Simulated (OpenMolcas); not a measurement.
B2H2F2: single-point calculation (part 2 of 2)

The same run, continued: B2H2F2; NEVPT2/ANO-RCC-VTZP, DKH2 (OpenMolcas 26.06). The geometry comes from this level: GFN2-xTB.

Geometry of the input (Å):
```
F  0.0000  0.0000  0.0000
B  0.0000  0.0000  1.3179
B  1.4834  0.0000  2.1722
F  1.4832  -0.0106  3.4899
H  -1.0829  0.0022  1.7880
H  2.5666  0.0098  1.7031
```

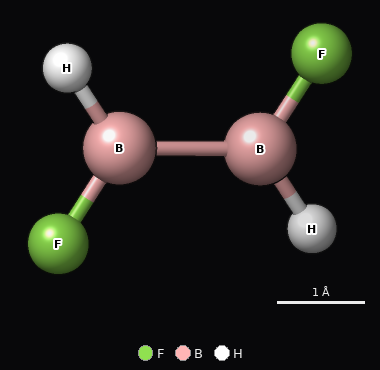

The input geometry (ball-and-stick view, seen at a tilt).

Output, continued:
```
          iter iter root      energy       change     param      element    value   shift minimum  type update hh:mm:ss
 Nr of preliminary CI iterations:   1
        1   1    4    1  -249.80059424    0.00E+00   1.00E-04    8  20 1 -2.21E-05   0.00   0.00    SX    NO    0:00:01
        2   1    4    1  -249.80059425   -4.05E-09   1.03E-04    8  20 1 -8.01E-06   0.00   0.00    SX    NO    0:00:00
        3   1    4    1  -249.80059425   -1.80E-09   1.05E-04   11  17 1 -4.35E-06   0.00   0.00    SX    NO    0:00:00
        4   1    4    1  -249.80059425   -1.43E-09   1.08E-04   15  32 1 -3.45E-06   0.00   0.00    SX    NO    0:00:00
      Convergence after  4 iterations
        5   1    4    1  -249.80059425   -1.39E-09   1.08E-04   15  32 1 -3.54E-06   0.00   0.00    SX    NO    0:00:00

      ************************************************************************************************************************
                                                      Wave function printout:
                       occupation of active orbitals, and spin coupling of open shells (u,d: Spin up or down)
      ************************************************************************************************************************

      Note: transformation to natural orbitals
      has been made, which may change the order of the CSFs.

      printout of CI-coefficients larger than  0.05 for root  1
      energy=    -249.800594
      conf/sym  11     Coeff  Weight
             1  20   0.99672 0.99345
             3  02  -0.08096 0.00655

      Natural orbitals and occupation numbers for root  1
      sym 1:   1.986891   0.013109

      ************************************************************************************************************************
      *                                                    Final results                                                     *
      ************************************************************************************************************************

++    Final optimization conditions:
      ------------------------------

      Average CI energy                            -249.80059425
      RASSCF energy for state  1                   -249.80059425
      Super-CI energy                                -0.00000000
      RASSCF energy change                           -0.00000000
      Max change in MO coefficients               5.092E-05
      Max non-diagonal density matrix element     1.081E-04
      Maximum BLB matrix element                 -3.537E-06
      (orbital pair  15,  32 in symmetry   1)
      Norm of electronic gradient            9.708E-06
--

      Final state energy(ies):
      ------------------------

::    RASSCF root number  1 Total energy:   -249.80059425
      Von Neumann Entropy (Root   1) =  0.05697

      Mulliken population analysis for root number:  1
      -----------------------------------------------

++    Molecular charges:
      ------------------

      Mulliken charges per centre
      ---------------------------

                F1      B2      B3      F4      H5      H6
      Total    9.2615  4.7957  4.7958  9.2614  0.9429  0.9428

      N-E     -0.2615  0.2043  0.2042 -0.2614  0.0571  0.0572

      Total electronic charge=   30.000000

      Total            charge=   -0.000000
--

      Expectation values of various properties for root number:  1
      -----------------------------------------------------------

++    Molecular properties:
      ---------------------

      Charge (e):
                      =   -0.0000
      Dipole Moment (debye):
      Origin of the operator (angstrom)=    0.7416   -0.0031    1.7450
                   X= -3.5335E-04               Y=  5.2587E-03               Z= -2.8519E-05           Total=  5.2707E-03
      Quadrupole Moment (debye*angstrom):
      Origin of the operator (angstrom)=    0.7416   -0.0031    1.7450
                  XX= -2.3933E+01              XY= -1.7788E-03              XZ= -1.6798E+00              YY= -1.9350E+01
                  YZ=  3.5285E-02              ZZ= -2.9060E+01
      In traceless form (debye*angstrom)
                  XX=  2.7190E-01              XY= -2.6682E-03              XZ= -2.5197E+00              YY=  7.1466E+00
                  YZ=  5.2928E-02              ZZ= -7.4185E+00
--

      LoProp population analysis for root number:  1
      -----------------------------------------------

++    LoProp analysis:
      ----------------

++    Static properties:
      ------------------

      LoProp Charges per center

                   F1       B2       B3       F4       H5       H6
      Nuclear      9.0000   5.0000   5.0000   9.0000   1.0000   1.0000
      Electronic  -9.3442  -4.6226  -4.6226  -9.3441  -1.0333  -1.0333

      Total       -0.3442   0.3774   0.3774  -0.3441  -0.0333  -0.0333
--

      Natural Bond Order analysis for root number:  1

++    Natural Bond Order analysis
      ---------------------------
      Based on LoProp computed density
      -------------------------------------------------------------------------------------
      Atom A       Atom B       Bond Order | Atom A       Atom B       Bond Order
        B2           H5             0.778  |   B3           H6             0.778
      -------------------------------------------------------------------------------------
      NBO located      3.113 electrons involved in    2 bonds.
      NBO located      1.000 non-bonded electrons on atom F1
      NBO located      0.973 non-bonded electrons on atom F1
      NBO located      0.981 non-bonded electrons on atom F1
      NBO located      0.982 non-bonded electrons on atom B2
      NBO located      0.982 non-bonded electrons on atom B3
      NBO located      1.000 non-bonded electrons on atom F4
      NBO located      0.972 non-bonded electrons on atom F4
      NBO located      0.981 non-bonded electrons on atom F4
      The remaining    5.900 electrons are to be considered as diffuse
--

--

      Average orbitals are written to the RASORB file
      Natural orbitals for root   1 are written to the RASORB.1 file
      Spin density orbitals for root   1 are written to the SPDORB.1 file

--- Stop Module: rasscf /rc=_RC_ALL_IS_WELL_ ---
--- Module rasscf spent 6 seconds ---

--- Start Module: caspt2 ---

                                              &CASPT2

                       available to each process: 1.9 GB of memory, 1 thread

++    Wave function specifications:
      -----------------------------

      Number of closed shell electrons          20
      Number of electrons in active shells       2
      Max number of holes in RAS1 space          0
      Max number of electrons in RAS3 space      0
      Number of inactive orbitals               10
      Number of active orbitals                  2
      Number of secondary orbitals             132
      Spin quantum number                      0.0
      State symmetry                             1
      Number of CSFs                             3
      Number of CASSCF root(s) available         1
      NEVPT2 state passed to geometry opt.       1
      A file JOBMIX will be created
      This is a CASSCF or RASSCF reference function
--

++    Orbital specifications:
      -----------------------

      Symmetry species                           1
                                                 a
      Frozen orbitals                            4
      Inactive orbitals                         10
      Active orbitals                            2
      Secondary orbitals                       132
      Deleted orbitals                           0
      Number of basis functions                148
--

++    NEVPT2 specifications:
      ----------------------

      Type of calculation                        SS-NEVPT2
      Internal contraction for energies          partially and strongly contracted
                                                 (PC-NEVPT2 and SC-NEVPT2)
      Denominator threshold for SC-NEVPT2        1.00E-09
      Fock operator                              state-specific
      0th-order Hamiltonian                      DYALL
      IPEA shift                                 0.00
      Real shift                                 0.00
      Imaginary shift                            0.00
      The input orbitals will be transformed to quasi-canonical
--

--------------------------------------------------------------------------------
 Estimated memory requirements:
  POLY3 :                   250070
  RHS:                     1298524
  SIGMA :                  1215580
  PRPCTL:                        0
 Available workspace:    232470739

++ NEVPT2 computation for group   1

********************************************************************************
 Multi-State initialization phase begins for group   1
--------------------------------------------------------------------------------
********************************************************************************
 Compute H0 matrices for state    1
--------------------------------------------------------------------------------
--------------------------------------------------------------------------------
 H0 matrices have been computed.

********************************************************************************
  NEVPT2 EQUATION SOLUTION
--------------------------------------------------------------------------------

  Total nr of NEVPT2 parameters:
   Before reduction:     1293626
   After  reduction:     1261137

 Variance of |WF0>:       4.4413424374
-----------------------------------------------------------------------------------------------------------------------------

  FINAL PC-NEVPT2 RESULT:

      Reference energy:        -249.8005942529
      E2 (Non-variational):      -0.6720342925
      E2 (Variational):          -0.6720342925
      Total energy:            -250.4726285455
      Residual norm:              0.0000000000
      Reference weight:           0.87242

      Contributions to the PC-NEVPT2 correlation energy
      Active & Virtual Only:         -0.0142287121
      One Inactive Excited:          -0.0401108544
      Two Inactive Excited:          -0.6176947260

  FINAL SC-NEVPT2 RESULT:

      Reference energy:        -249.8005942529
      E2 (Non-variational):      -0.6720220458
      E2 (Variational):          -0.6720220458
      Total energy:            -250.4726162987
      Residual norm:              0.0000000000
      Reference weight:           0.87243

      Contributions to the SC-NEVPT2 correlation energy
      Active & Virtual only:         -0.0142287957
      One Inactive Excited:          -0.0400984986
      Two Inactive Excited:          -0.6176947515

++ Denominators, etc.
--------------------------------------------------------------------------------------------------------------
 Report on small energy denominators, large coefficients, and large energy contributions.
CASE  SYMM ACTIVE-MIX  NON-ACTIVE INDICES          DENOMINATOR     RHS VALUE       COEFFICIENT     CONTRIBUTION
--

   (Skipping property calculation,
    use PROP keyword to activate)
--

  Total PC-NEVPT2 energies:
::    PC-NEVPT2 Root  1     Total energy:   -250.47262855

  A NEW JOBIPH FILE NAMED 'JOBMIX' IS PREPARED.
********************************************************************************
--- Stop Module: caspt2 /rc=_RC_ALL_IS_WELL_ ---
--- Module caspt2 spent 3 seconds ---

.##################.
.# Happy landing! #.
.##################.

    Timing: Wall=17.99 User=16.97 System=1.01
```
